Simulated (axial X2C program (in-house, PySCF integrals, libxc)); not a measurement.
# ScO⁺: from the state search to constants

Aim: find the lowest determinant of ScO⁺, scan the bond at several levels and fit the constants, once spin-free and once with spin–orbit coupling.

Method: all-electron X2C, Sc dyall-cv3z, O dyall-av3z; program: an in-house X2C program for linear molecules on PySCF integrals.

All values are calculated.

## 1. The job

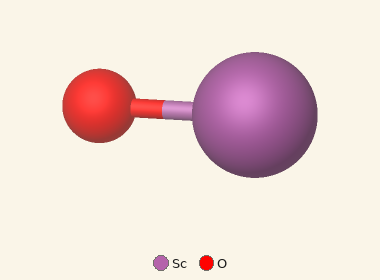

The two atoms at 1.730 Å (scandium pink, oxygen red).

Contents of task.json:

```json
{
 "zs": [
  21,
  8
 ],
 "q": 1,
 "bas": [
  "dyall-cv3z",
  "dyall-av3z"
 ],
 "levels": [
  "PBE0",
  "HF",
  "BP86"
 ],
 "cc": true,
 "r0": 1.73,
 "thr": -1.0,
 "nmax": 90,
 "npts": 10,
 "nst": 2,
 "ntry": 6
}
```

Keys: zs atomic numbers; q charge; bas basis sets; levels methods (HF also brings MP2); cc coupled cluster on or off; r0 starting distance in Å; thr threshold in hartree for freezing inner shells (an s shell follows its p shell); nmax most natural virtual spinors; npts points asked for on the curve; nst determinants followed; ntry starts of the search.

The run is started by

```sh
$ python so2c.py task.json out
```

Spin-free means the one-electron spin-free X2C Hamiltonian; two-component (2c) means X2C with spin–orbit coupling and atomic mean-field two-electron Coulomb and Gaunt terms. Basis: Sc dyall-cv3z contracted to [10s11p7d5f2g], O dyall-av3z contracted to [7s6p3d2f]; Gaussian nuclei, density fitting. Masses: Sc 44.956 u, O 15.995 u.

Notation: σ, π±, δ± give the projection m of an orbital's angular momentum (0, ±1, ±2), α and β its spin, Λ and M_S the sums; ω is the projection of a spinor's total angular momentum and Ω the sum. Logs are in hartree.

The results follow Hamiltonian by Hamiltonian and level by level.

## 2. Search for the lowest determinant

PBE0 moves the distance from 1.730 Å to 1.600 Å and compares determinants there.

Spin-free determinants:

```csv
ΔE (eV),state,open shells
0.00,"M_S = 0, Λ = 0",closed shell
4.00,"M_S = 1, Λ = 2","beyond closed shells: σα, δ+α"
4.07,"M_S = 0, Λ = 2","beyond closed shells: σα, δ+β"
4.09,"M_S = 1, Λ = 0",beyond closed shells: 2 × σα
4.57,"M_S = 1, Λ = 1","beyond closed shells: σα, π+α, π+β, π-α"
4.61,"M_S = 0, Λ = 1","beyond closed shells: σβ, π+α, π+β, π-α"
4.64,"M_S = 1, Λ = 3","beyond closed shells: π+α, π+β, π-α, δ+α"
```

Two-component determinants:

```csv
ΔE (eV),state,open shells
0.00,Ω = 0,closed shell
3.99,Ω = 1,"excess of +ω over −ω: ω = -1/2, ω = 3/2"
4.00,Ω = 3,"excess of +ω over −ω: ω = 1/2, ω = 5/2"
4.07,Ω = 2,"excess of +ω over −ω: ω = 1/2, ω = 3/2"
4.08,Ω = 2,"excess of +ω over −ω: ω = -1/2, ω = 5/2"
4.10,Ω = 1,excess of +ω over −ω: 2 × ω = 1/2
4.57,Ω = 2,"excess of +ω over −ω: ω = 1/2, ω = 3/2"
```

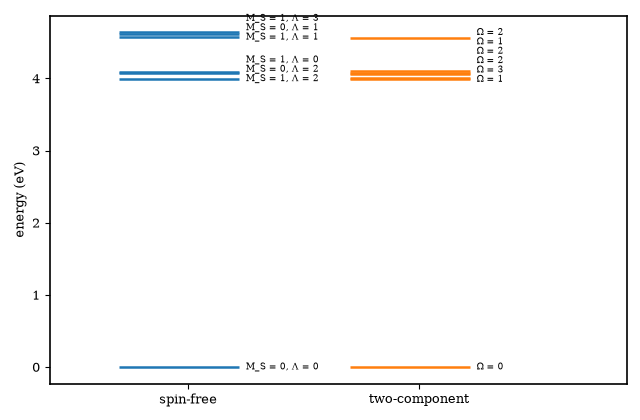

The determinants found, each set from its own lowest.

## 3. PBE0, spin-free

State followed: M_S = 0, Λ = 0 (closed shell). The scan is laid around 1.600 Å, a first estimate of the minimum, and this SCF restarts from the orbitals of the search.

The SCF at the reference distance of 1.600 Å:

```text
spin-free X2C-1e  PBE0
basis functions 185  fitting functions 969  grid points 5073
iter        total energy     max residual
   1       -839.106183329     6.65e-06
   2       -839.106183325     1.89e-05
   3       -839.106183329     5.61e-06
   4       -839.106183330     3.45e-07
converged
one-electron -1254.45447581  Coulomb 407.31509255  exact exchange -11.61229082  xc functional -35.91811639  nuclear repulsion 55.56360715
```

Along the bond, energies from the lowest point:

| R (Å) | E (eV) | μ (D) | HOMO (eV) | LUMO (eV) | iterations |
| --- | --- | --- | --- | --- | --- |
| 1.392 | 1.5154 | -5.21 | -14.85 | -7.39 | 11 |
| 1.456 | 0.6548 | -5.84 | -14.70 | -7.57 | 11 |
| 1.504 | 0.2673 | -6.26 | -14.58 | -7.70 | 11 |
| 1.552 | 0.0597 | -6.66 | -14.45 | -7.83 | 11 |
| 1.600 | 0.0000 | -7.02 | -14.32 | -7.94 | 4 |
| 1.656 | 0.0801 | -7.40 | -14.17 | -8.07 | 12 |
| 1.712 | 0.2860 | -7.75 | -13.95 | -8.18 | 12 |
| 1.784 | 0.6861 | -8.15 | -13.58 | -8.32 | 13 |
| 1.872 | 1.3127 | -8.58 | -13.18 | -8.46 | 14 |
| 2.000 | 2.3639 | -9.09 | -12.72 | -8.64 | 14 |

Dipoles are positive if O is the positive end and refer to the centre of mass.

Outer orbitals at the reference distance:

| symmetry | occupied | ε (eV) | atomic character |
| --- | --- | --- | --- |
| σα | yes | -28.96 | 65% O s, 12% Sc d, 12% Sc p |
| π+α | yes | -14.66 | 69% O p, 23% Sc d, 3% Sc f |
| π-α | yes | -14.66 | 69% O p, 23% Sc d, 3% Sc f |
| σα | yes | -14.32 | 65% O p, 26% Sc d, 4% Sc p |
| σα | no | -7.94 | 63% Sc s, 11% O p, 10% Sc p |
| δ-α | no | -7.35 | 98% Sc d |
| δ+α | no | -7.35 | 98% Sc d |
| π+α | no | -6.18 | 53% Sc d, 32% Sc p, 11% O p |

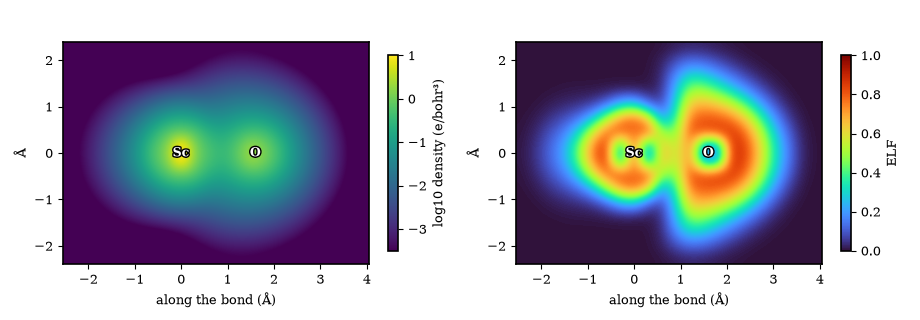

PBE0 fields in a plane through the axis, from a grid of 0.3 Å; Sc lies at z = 0 and O at z = 1.600 Å; the ELF is damped to zero where the density is low.

Re = 1.598 Å, ωe = 1098 cm⁻¹, ωexe = 3.47 cm⁻¹, Be = 0.5594 cm⁻¹, De = 6.92 eV, μ = -7.00 D.

## 4. HF, spin-free

Output at 1.600 Å:

```text
spin-free X2C-1e  HF
basis functions 185  fitting functions 969  grid points 5073
iter        total energy     max residual
   1       -838.024939402     1.74e-01
   2       -838.046094168     1.65e-02
   3       -838.044670970     2.20e-02
   4       -838.051751789     1.74e-03
   5       -838.051850500     4.56e-04
   6       -838.051862095     2.91e-04
   7       -838.051864949     1.06e-04
   8       -838.051865680     5.28e-05
   9       -838.051865925     3.11e-05
  10       -838.051865962     9.33e-06
  11       -838.051865965     2.09e-06
  12       -838.051865965     1.89e-07
converged
one-electron -1253.31542506  Coulomb 406.19232915  exact exchange -46.49237720  xc functional 0.00000000  nuclear repulsion 55.56360715
```

Re = 1.588 Å, ωe = 1147 cm⁻¹, ωexe = 2.75 cm⁻¹, Be = 0.5667 cm⁻¹, De = 2.24 eV, μ = -8.37 D.

## 5. BP86, spin-free

The SCF at the reference distance of 1.600 Å:

```text
spin-free X2C-1e  BP86
basis functions 185  fitting functions 969  grid points 5073
iter        total energy     max residual
   1       -839.489640168     7.12e-02
   2       -839.475010123     3.70e-02
   3       -839.371384019     8.51e-02
   4       -839.493180475     2.85e-03
   5       -839.493349236     2.08e-03
   6       -839.493396298     1.22e-03
   7       -839.493416147     1.49e-04
   8       -839.493416442     2.48e-05
   9       -839.493416450     7.85e-07
  10       -839.493416450     1.53e-07
converged
one-electron -1254.80775710  Coulomb 407.67773272  exact exchange 0.00000000  xc functional -47.92699922  nuclear repulsion 55.56360715
```

Re = 1.623 Å, ωe = 1038 cm⁻¹, ωexe = 3.74 cm⁻¹, Be = 0.5424 cm⁻¹, De = 8.01 eV, μ = -6.68 D.

## 6. MP2 and beyond, spin-free

Correlated methods: 8 electrons correlated (frozen shells, counted by type: Sc 3 s, 2 p; O 1 s), 302 virtual spinors in MP2, 88 natural virtuals in coupled cluster.

Output of the correlated part at 1.600 Å:

```text
correlated 8  virtual 302  natural virtual 88  E(MP2) -0.343290666  MP2 remainder -0.004771322
iter   CCSD correlation   residual
   1     -0.285720947   2.59e-01
   2     -0.308008178   1.79e-01
   3     -0.310611328   2.36e-02
   4     -0.310976909   8.94e-03
   5     -0.311112507   1.97e-03
   6     -0.311085191   4.45e-04
   7     -0.311074904   1.47e-04
   8     -0.311077738   5.97e-05
   9     -0.311078307   2.72e-05
  10     -0.311077891   1.05e-05
  11     -0.311077937   3.75e-06
  12     -0.311077957   7.45e-07
  13     -0.311077940   2.41e-07
(T) -0.023286024  T1 0.0424  D1 0.0508  max T2 0.063
```

T1 in the output is the amplitude norm over the root of the electron number; divide by √2 for the Lee–Taylor value.

MP2: Re = 1.651 Å, ωe = 986 cm⁻¹, Be = 0.524 cm⁻¹, De = 7.44 eV.

CCSD: Re = 1.617 Å, ωe = 1085 cm⁻¹, ωexe = 3.26 cm⁻¹, Be = 0.5463 cm⁻¹, De = 6.16 eV. T1 at Re = 0.031 (Lee–Taylor, the printed value over √2).

CCSD(T): Re = 1.642 Å, ωe = 1011 cm⁻¹, ωexe = 4.05 cm⁻¹, Be = 0.5299 cm⁻¹, De = 6.74 eV. T1 at Re = 0.032 (Lee–Taylor, the printed value over √2).

## 7. The spin-free curves together

Energy (eV) of the followed determinant, spin-free, from each level's lowest point:

| R (Å) | PBE0 | HF | MP2 | CCSD | CCSD(T) | BP86 |
| --- | --- | --- | --- | --- | --- | --- |
| 1.392 | 1.515 | 1.416 | 2.181 | n/a | n/a | 1.783 |
| 1.456 | 0.655 | 0.588 | 1.115 | 0.835 | 1.025 | 0.836 |
| 1.504 | 0.267 | 0.221 | 0.586 | 0.380 | 0.522 | 0.387 |
| 1.552 | 0.060 | 0.035 | 0.246 | 0.112 | 0.203 | 0.119 |
| 1.600 | 0.000 | 0.000 | 0.060 | 0.000 | 0.038 | 0.000 |
| 1.656 | 0.080 | 0.117 | 0.000 | 0.028 | 0.000 | 0.011 |
| 1.712 | 0.286 | 0.369 | 0.069 | 0.191 | 0.093 | 0.148 |
| 1.784 | 0.686 | 0.844 | 0.296 | 0.549 | 0.353 | 0.459 |
| 1.872 | 1.313 | 1.586 | 0.708 | n/a | n/a | 0.976 |
| 2.000 | 2.364 | 2.842 | 1.456 | n/a | n/a | 1.867 |

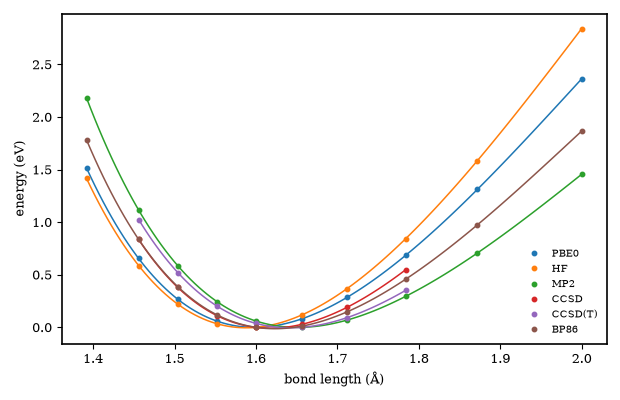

Curves of the followed state, spin-free, each from its own lowest point.

## 8. PBE0, 2c

State followed: Ω = 0 (closed shell). The scan is laid around 1.600 Å, a first estimate of the minimum, and this SCF restarts from the orbitals of the search.

Output at 1.600 Å:

```text
two-component X2C + atomic mean field  PBE0
basis functions 185  fitting functions 969  grid points 5073
iter        total energy     max residual
   1       -838.942084979     4.18e-06
   2       -838.942084978     6.33e-06
converged
one-electron -1254.03218960  Coulomb 407.21204604  exact exchange -11.60931575  xc functional -35.90893712  nuclear repulsion 55.56360715  atomic mean-field constant -0.16729570
```

Along the bond, energies from the lowest point:

| R (Å) | E (eV) | μ (D) | HOMO (eV) | LUMO (eV) | iterations |
| --- | --- | --- | --- | --- | --- |
| 1.392 | 1.5143 | -5.21 | -14.85 | -7.38 | 11 |
| 1.456 | 0.6541 | -5.83 | -14.71 | -7.57 | 11 |
| 1.504 | 0.2669 | -6.26 | -14.58 | -7.70 | 11 |
| 1.552 | 0.0596 | -6.65 | -14.45 | -7.82 | 11 |
| 1.600 | 0.0000 | -7.01 | -14.32 | -7.94 | 2 |
| 1.656 | 0.0803 | -7.40 | -14.17 | -8.06 | 12 |
| 1.712 | 0.2863 | -7.75 | -13.95 | -8.18 | 12 |
| 1.784 | 0.6865 | -8.15 | -13.57 | -8.31 | 13 |
| 1.872 | 1.3132 | -8.57 | -13.18 | -8.46 | 14 |
| 2.000 | 2.3645 | -9.09 | -12.72 | -8.64 | 14 |

Dipoles are positive if O is the positive end and refer to the centre of mass.

Outer spinors at the reference distance:

```csv
ω,occupied,ε (eV),atomic character,λ mixture
1/2,yes,-28.97,"65% O s, 12% Sc d, 12% Sc p",100% σ
1/2,yes,-14.68,"69% O p, 23% Sc d, 3% Sc f",100% π
3/2,yes,-14.66,"69% O p, 23% Sc d, 3% Sc f",100% π
1/2,yes,-14.32,"65% O p, 26% Sc d, 4% Sc p",100% σ
1/2,no,-7.94,"63% Sc s, 11% O p, 10% Sc p",100% σ
3/2,no,-7.36,98% Sc d,100% δ
5/2,no,-7.34,98% Sc d,100% δ
1/2,no,-6.19,"53% Sc d, 32% Sc p, 11% O p",100% π
```

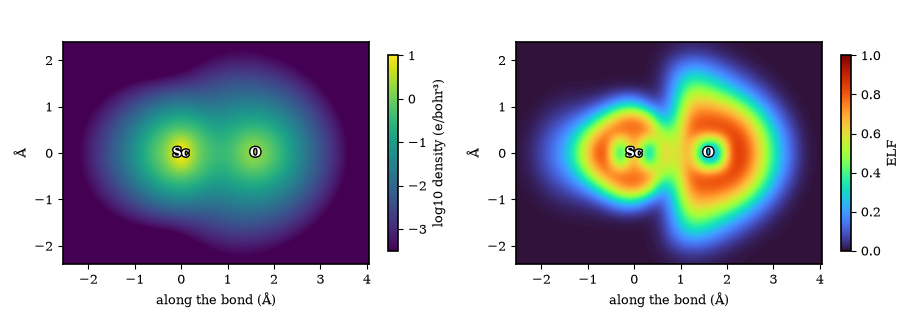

PBE0 fields in a plane through the axis, from a grid of 0.3 Å; Sc lies at z = 0 and O at z = 1.600 Å; the ELF is damped to zero where the density is low.

Re = 1.598 Å, ωe = 1098 cm⁻¹, ωexe = 3.47 cm⁻¹, Be = 0.5595 cm⁻¹, De = 6.92 eV, μ = -7.00 D.

## 9. HF, 2c

The SCF at the reference distance of 1.600 Å:

```text
two-component X2C + atomic mean field  HF
basis functions 185  fitting functions 969  grid points 5073
iter        total energy     max residual
   1       -837.861095096     1.74e-01
   2       -837.882239045     1.65e-02
   3       -837.880809916     2.20e-02
   4       -837.887904440     1.75e-03
   5       -837.888003301     4.59e-04
   6       -837.888014986     2.93e-04
   7       -837.888017894     1.07e-04
   8       -837.888018646     5.37e-05
   9       -837.888018898     3.13e-05
  10       -837.888018935     9.33e-06
  11       -837.888018938     2.08e-06
  12       -837.888018938     1.87e-07
converged
one-electron -1252.89309595  Coulomb 406.08923877  exact exchange -46.48047321  xc functional 0.00000000  nuclear repulsion 55.56360715  atomic mean-field constant -0.16729570
```

Re = 1.588 Å, ωe = 1147 cm⁻¹, ωexe = 2.75 cm⁻¹, Be = 0.5668 cm⁻¹, De = 2.24 eV, μ = -8.36 D.

## 10. BP86, 2c

The SCF at the reference distance of 1.600 Å:

```text
two-component X2C + atomic mean field  BP86
basis functions 185  fitting functions 969  grid points 5073
iter        total energy     max residual
   1       -839.325347142     7.12e-02
   2       -839.310767609     3.69e-02
   3       -839.207121714     8.51e-02
   4       -839.328885786     2.85e-03
   5       -839.329054538     2.08e-03
   6       -839.329101355     1.22e-03
   7       -839.329121141     1.49e-04
   8       -839.329121436     2.48e-05
   9       -839.329121444     7.79e-07
  10       -839.329121444     1.51e-07
converged
one-electron -1254.38536484  Coulomb 407.57458958  exact exchange 0.00000000  xc functional -47.91465763  nuclear repulsion 55.56360715  atomic mean-field constant -0.16729570
```

Re = 1.623 Å, ωe = 1038 cm⁻¹, ωexe = 3.74 cm⁻¹, Be = 0.5424 cm⁻¹, De = 8.02 eV, μ = -6.68 D.

## 11. Correlated methods, 2c

Correlated methods: 8 electrons correlated (frozen shells, counted by type: Sc 3 s, 2 p; O 1 s), 302 virtual spinors in MP2, 90 natural virtuals in coupled cluster.

Output of the correlated part at 1.600 Å:

```text
correlated 8  virtual 302  natural virtual 90  E(MP2) -0.343305001  MP2 remainder -0.004429341
iter   CCSD correlation   residual
   1     -0.285954179   2.60e-01
   2     -0.308274606   1.79e-01
   3     -0.310885872   2.36e-02
   4     -0.311250065   8.97e-03
   5     -0.311385878   1.99e-03
   6     -0.311359196   4.53e-04
   7     -0.311348296   1.56e-04
   8     -0.311351423   6.48e-05
   9     -0.311352002   2.92e-05
  10     -0.311351541   1.10e-05
  11     -0.311351591   3.86e-06
  12     -0.311351610   7.59e-07
(T) -0.023334280  T1 0.0426  D1 0.0513  max T2 0.056
```

MP2: Re = 1.651 Å, ωe = 986 cm⁻¹, Be = 0.524 cm⁻¹, De = 7.44 eV.

CCSD: Re = 1.617 Å, ωe = 1085 cm⁻¹, ωexe = 3.26 cm⁻¹, Be = 0.5463 cm⁻¹, De = 6.16 eV. T1 at Re = 0.031 (Lee–Taylor, the printed value over √2).

CCSD(T): Re = 1.642 Å, ωe = 1011 cm⁻¹, ωexe = 4.05 cm⁻¹, Be = 0.53 cm⁻¹, De = 6.74 eV. T1 at Re = 0.032 (Lee–Taylor, the printed value over √2).

## 12. The 2c curves together

Energy (eV) of the followed determinant, 2c, from each level's lowest point:

| R (Å) | PBE0 | HF | MP2 | CCSD | CCSD(T) | BP86 |
| --- | --- | --- | --- | --- | --- | --- |
| 1.392 | 1.514 | 1.414 | 2.181 | n/a | n/a | 1.782 |
| 1.456 | 0.654 | 0.586 | 1.115 | 0.834 | 1.024 | 0.836 |
| 1.504 | 0.267 | 0.220 | 0.586 | 0.379 | 0.521 | 0.387 |
| 1.552 | 0.060 | 0.034 | 0.246 | 0.112 | 0.203 | 0.119 |
| 1.600 | 0.000 | 0.000 | 0.060 | 0.000 | 0.037 | 0.000 |
| 1.656 | 0.080 | 0.117 | 0.000 | 0.028 | 0.000 | 0.011 |
| 1.712 | 0.286 | 0.370 | 0.069 | 0.192 | 0.093 | 0.148 |
| 1.784 | 0.686 | 0.845 | 0.296 | 0.550 | 0.353 | 0.459 |
| 1.872 | 1.313 | 1.587 | 0.708 | n/a | n/a | 0.976 |
| 2.000 | 2.364 | 2.843 | 1.457 | n/a | n/a | 1.867 |

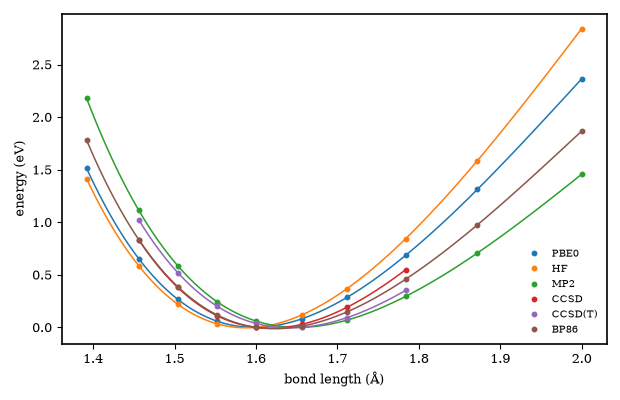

Curves of the followed state, 2c, each from its own lowest point.

Time for the job: 91 s (1 thread of Arm Neoverse V1, shared host).

## 13. Constants

Lowest determinant that the search found at its distance, spin-free: M_S = 0, Λ = 0 (closed shell).

Lowest determinant that the search found at its distance, 2c: Ω = 0 (closed shell).

```json
{"Hamiltonian": "spin-free", "level": "PBE0", "Re (Å)": "1.598", "ωe (cm⁻¹)": "1098", "De (eV)": "6.92", "μ (D)": "-7.00"}
{"Hamiltonian": "spin-free", "level": "HF", "Re (Å)": "1.588", "ωe (cm⁻¹)": "1147", "De (eV)": "2.24", "μ (D)": "-8.37"}
{"Hamiltonian": "spin-free", "level": "MP2", "Re (Å)": "1.651", "ωe (cm⁻¹)": "986", "De (eV)": "7.44", "μ (D)": "n/a"}
{"Hamiltonian": "spin-free", "level": "CCSD", "Re (Å)": "1.617", "ωe (cm⁻¹)": "1085", "De (eV)": "6.16", "μ (D)": "n/a"}
{"Hamiltonian": "spin-free", "level": "CCSD(T)", "Re (Å)": "1.642", "ωe (cm⁻¹)": "1011", "De (eV)": "6.74", "μ (D)": "n/a"}
{"Hamiltonian": "spin-free", "level": "BP86", "Re (Å)": "1.623", "ωe (cm⁻¹)": "1038", "De (eV)": "8.01", "μ (D)": "-6.68"}
{"Hamiltonian": "2c", "level": "PBE0", "Re (Å)": "1.598", "ωe (cm⁻¹)": "1098", "De (eV)": "6.92", "μ (D)": "-7.00"}
{"Hamiltonian": "2c", "level": "HF", "Re (Å)": "1.588", "ωe (cm⁻¹)": "1147", "De (eV)": "2.24", "μ (D)": "-8.36"}
{"Hamiltonian": "2c", "level": "MP2", "Re (Å)": "1.651", "ωe (cm⁻¹)": "986", "De (eV)": "7.44", "μ (D)": "n/a"}
{"Hamiltonian": "2c", "level": "CCSD", "Re (Å)": "1.617", "ωe (cm⁻¹)": "1085", "De (eV)": "6.16", "μ (D)": "n/a"}
{"Hamiltonian": "2c", "level": "CCSD(T)", "Re (Å)": "1.642", "ωe (cm⁻¹)": "1011", "De (eV)": "6.74", "μ (D)": "n/a"}
{"Hamiltonian": "2c", "level": "BP86", "Re (Å)": "1.623", "ωe (cm⁻¹)": "1038", "De (eV)": "8.02", "μ (D)": "-6.68"}
```

Dipoles are positive if O is the positive end and refer to the centre of mass.

Time per point (s) on 1 thread of Arm Neoverse V1, shared host (2c runs; CCSD comes with the CCSD(T) run); the times are rough: PBE0 0.36, HF 0.23, MP2 0.41, CCSD(T) 2.5, BP86 0.28.

In words: At CCSD(T), going from spin-free to two-component changes Re by 0 mÅ, ωe by 0.0 %; the spin-free picture holds up (part of it comes from the scalar share of the two-electron terms). De moves by -0.01 eV; both De rest on single-determinant atoms, which can miss part of an open shell's spin–orbit lowering.

De refers to Sc+ + O, each in the lowest determinant found, which need not be this curve's own limit. The state is a single determinant with fixed occupations, the lowest that a limited PBE0 search found. Closed shells are restricted here (equal orbitals for both partners), which fails at long range if the bond breaks into open shells. Dissociation energies refer to the lowest single-determinant-based atoms at the same level and basis. Coupled cluster ran in a truncated set of natural virtual spinors; the MP2 energy of the rest was added. T1 at Re is 0.032 (Lee–Taylor), above the customary mark of 0.02.
